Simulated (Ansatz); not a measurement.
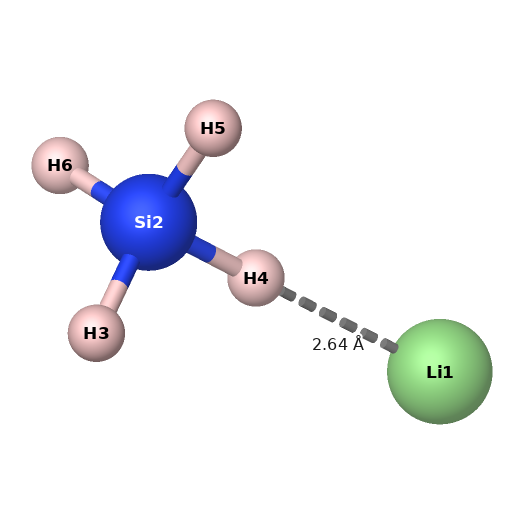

Two molecules or ions; the broken line marks their closest contact (measured against van der Waals radii). State: charge +1, singlet. Geometry: a pair of rigid molecules at a changed separation. Program: Ansatz 0.2.0.

Question: Which two species are they?

Answer: Li and SiH4 (`[Li+].[SiH4]`).

Give the counterpoise-corrected interaction energy (kJ/mol, monomers kept as in the pair) with RHF-CCSD(T) (frozen core)/def2-TZVPPD; ωB97M-V/def2-TZVPPD.

| level | interaction energy (kJ/mol) |
| --- | --- |
| RHF-CCSD(T) (frozen core)/def2-TZVPPD | −35.0 |
| ωB97M-V/def2-TZVPPD | −37.4 |
